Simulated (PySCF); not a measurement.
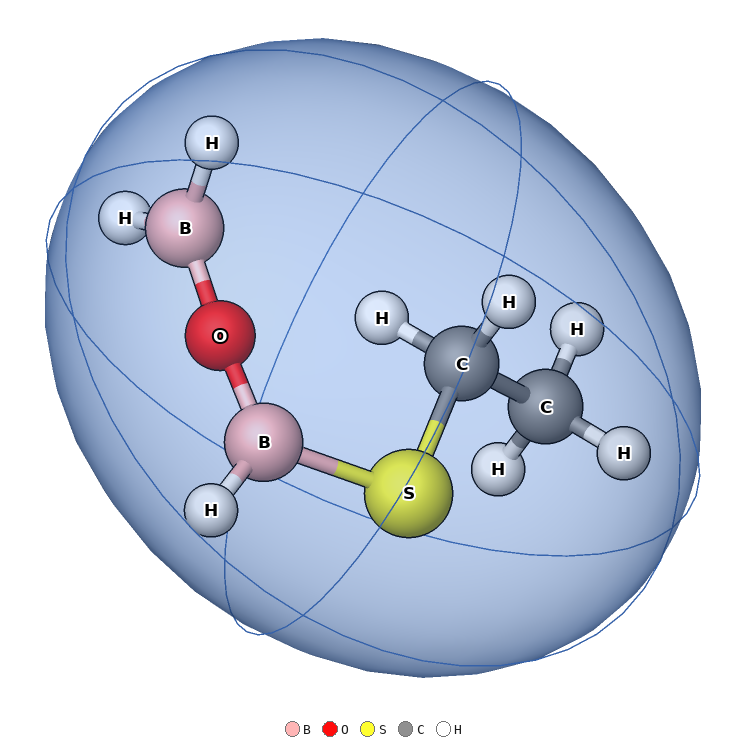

The ellipsoid shows the static dipole polarisability: its half-axes are proportional to the principal values. The computed structure is the end point of a GFN2-xTB optimisation. No frequency run is at hand to confirm it as a minimum. Level of theory: ωB97X-D/def2-SVPD (PySCF 2.14.0).

Question. Give the principal values, the mean and the anisotropy.

Answer. Principal values 62.3, 82.5, 91.4 bohr³; mean 78.7 bohr³ (11.67 Å³); anisotropy 25.9 bohr³, so the longest axis is 1.47 times the shortest.

The geometry is semi-empirical. Around B such bond lengths and angles can be off by a tenth of an ångström or more and by several degrees, and values that hang on the shape move with them.
